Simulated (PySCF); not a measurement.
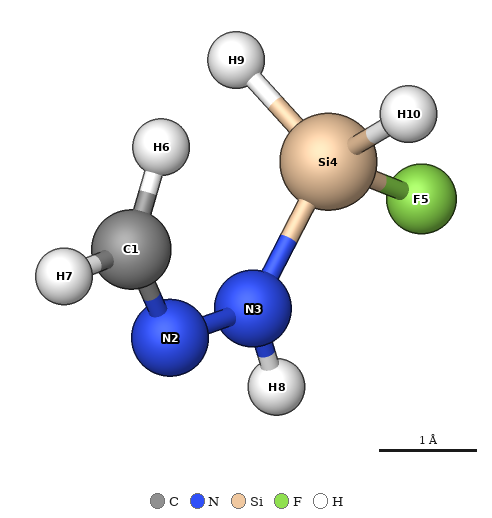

Fig. 1: The input geometry (ball-and-stick view, seen at a tilt; atoms are numbered from 1 in the order of the input). Bond lengths as drawn: C–H 1.09 to 1.11 Å, C–N 1.27 Å, F–Si 1.62 Å, H–N 1.01 Å, H–Si 1.49 Å, N–N 1.34 Å and N–Si 1.75 Å.

## Run report: CH$_{5}$FN$_{2}$Si, core-level calculation

- system: CH$_{5}$FN$_{2}$Si
- method: delta-SCF UKS SCAN, def2-TZVP on the ionised atom, pcseg-1 elsewhere, spin-free X2C (PySCF 2.14.0)

Figures and captions count atoms from 1; the log counts them from 0 in places.

**The program's output**
```
ground state, core basis on atom 0 (C), 116 functions
  cycle   1  E = -540.48489156  |g| = 5.54e-01
  cycle   2  E = -540.38919046  |g| = 9.45e-01
  cycle   3  E = -540.54128011  |g| = 1.06e-01
  cycle   4  E = -540.54328106  |g| = 3.66e-02
  cycle   5  E = -540.54359576  |g| = 7.37e-03
  cycle   6  E = -540.54359836  |g| = 6.28e-03
  cycle   7  E = -540.54360696  |g| = 1.50e-03
  cycle   8  E = -540.54360716  |g| = 8.30e-04
  cycle   9  E = -540.54360718  |g| = 1.12e-04
  E(ground) = -540.57875271 Eh
hole in C 1s of atom 0
  cycle   1  E = -529.27073936  |g| = 1.47e+00
[... 10 cycles left out ...]
  E(ion) = -529.86222447 Eh   <S^2> = 0.7892   hole on atom = 1.000   binding energy = 291.612 eV
ground state, core basis on atom 1 (N), 116 functions
[... 6 cycles left out ...]
  E(ground) = -540.58756567 Eh
hole in N 1s of atom 1
[... 14 cycles left out ...]
  E(ion) = -525.63777645 Eh   <S^2> = 0.8774   hole on atom = 1.000   binding energy = 406.804 eV
ground state, core basis on atom 2 (N), 116 functions
[... 6 cycles left out ...]
  E(ground) = -540.58975746 Eh
hole in N 1s of atom 2
[... 13 cycles left out ...]
  E(ion) = -525.65441665 Eh   <S^2> = 0.7704   hole on atom = 1.000   binding energy = 406.411 eV
ground state, core basis on atom 3 (Si), 118 functions
[... 7 cycles left out ...]
  E(ground) = -540.57253259 Eh
hole in Si 1s of atom 3
[... 11 cycles left out ...]
  E(ion) = -472.49568943 Eh   <S^2> = 0.7519   hole on atom = 1.000   binding energy = 1852.465 eV
hole in Si 2p of atom 3
[... 11 cycles left out ...]
  E(ion) = -536.56140370 Eh   <S^2> = 0.7511   hole on atom = 1.003   binding energy = 109.148 eV
  2p3/2 = 108.866 eV   2p1/2 = 109.485 eV
ground state, core basis on atom 4 (F), 116 functions
[... 6 cycles left out ...]
  E(ground) = -540.61918364 Eh
hole in F 1s of atom 4
[... 1 cycle left out ...]
  cycle   2  E = -513.45948138  |g| = 2.08e+00
  cycle   3  E = -514.65465773  |g| = 8.78e-01
  cycle   4  E = -515.02605934  |g| = 3.72e-01
  cycle   5  E = -515.06609553  |g| = 2.18e-01
  cycle   6  E = -515.08419596  |g| = 9.06e-02
  cycle   7  E = -515.08798019  |g| = 3.35e-02
  cycle   8  E = -515.08849609  |g| = 5.96e-03
  cycle   9  E = -515.08851612  |g| = 1.46e-03
  cycle  10  E = -515.08851794  |g| = 6.54e-04
  cycle  11  E = -515.08851715  |g| = 3.20e-04
  E(ion) = -515.13359226 Eh   <S^2> = 0.7559   hole on atom = 1.000   binding energy = 693.498 eV
```

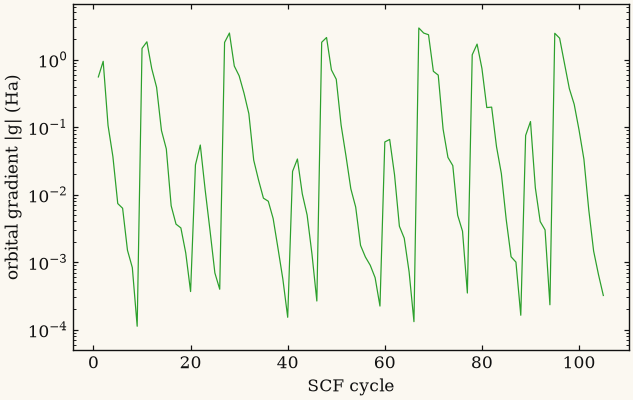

Fig. 2: Convergence of the self-consistent field: orbital gradient |g| against the SCF cycle. All cycles printed in the log are drawn one after another.

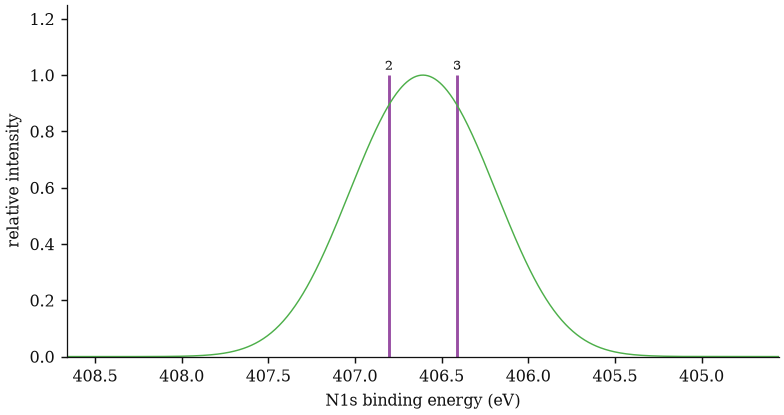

Fig. 3: N1s binding energies by ΔSCF of the atoms computed, labelled by atom number, with a Gaussian envelope of 0.8 eV full width. They run from 406.41 eV (atom 3) to 406.80 eV (atom 2).

The run was set up as follows.

**Input**
```
{"job": {"kind": "xps", "basis": "def2-TZVP"}, "charge": 0, "multiplicity": 1}
C      1.779723     0.259108     0.137489
N      1.124088     0.360502    -0.950719
N     -0.196539     0.113154    -0.959702
Si    -1.265897    -0.274842     0.368052
F     -2.719069    -0.342558    -0.348598
H      1.335354    -0.031388     1.107374
H      2.852602     0.467917     0.112399
H     -0.603034     0.229578    -1.882258
H     -0.972043    -1.597213     0.983817
H     -1.276743     0.789562     1.408206
```

The first line tells a small driver script what to run in PySCF; the rest is the geometry in Å.

Run as:
```bash
OMP_NUM_THREADS=1 python <driver script> task.json out
```

**Key numbers**

| quantity | value |
| --- | --- |
| outcome | converged |
| hardware | 1 CPU thread, shared host |
| wall time | 39 s |
| peak memory | 0.5 GiB |

**Remarks**

The core-hole state is spin-contaminated.
